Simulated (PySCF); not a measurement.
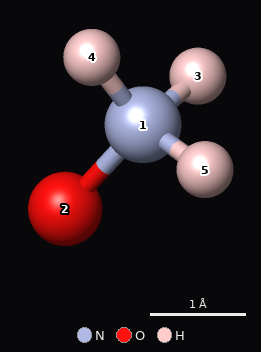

Starting structure of NH₃O. Style: ball-and-stick. Shown from a free direction.

The start comes from GFN2-xTB.

Theory: PySCF 2.14.0, density-fitted response routines, PBE0-D3(BJ)/def2-SVP geometry optimisation, gas phase.

```xyz
5

N    -0.0400    0.0039    0.0007
O     1.2947   -0.1035   -0.1298
H    -0.3374   -0.1511    0.9875
H    -0.3731    0.9496   -0.2840
H    -0.5356   -0.6961   -0.5916
```

Q: What does the optimiser find from here?

A: N1 moves most after the best rigid fit: 0.052 Å. By element the largest moves are N 0.052 Å, H 0.033 Å, O 0.015 Å. Some distances before and after: N1–O2 1.345 → 1.308 Å, N1–H3 1.042 → 1.050 Å. Among the angles between lasting bonds that change: H3–N1–H4 107.6° → 102.8°, O2–N1–H3 111.3° → 115.5°. After 4 geometry steps the energy has fallen by 6.62 kJ/mol.

History of the run:

```
step  E − E(0), kJ/mol
   0              0.00
   1             -6.40
   2             -6.56
   3             -6.62
   4             -6.62
```

Final geometry:

```xyz
5

N     0.0117   -0.0003   -0.0045
O     1.3092   -0.1046   -0.1313
H    -0.3614   -0.1447    0.9662
H    -0.3962    0.9288   -0.2739
H    -0.5547   -0.6764   -0.5738
```

The end point in the same view:

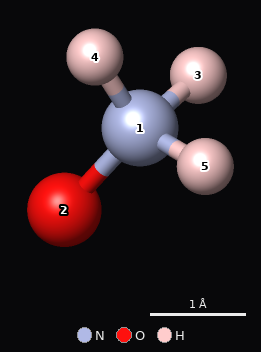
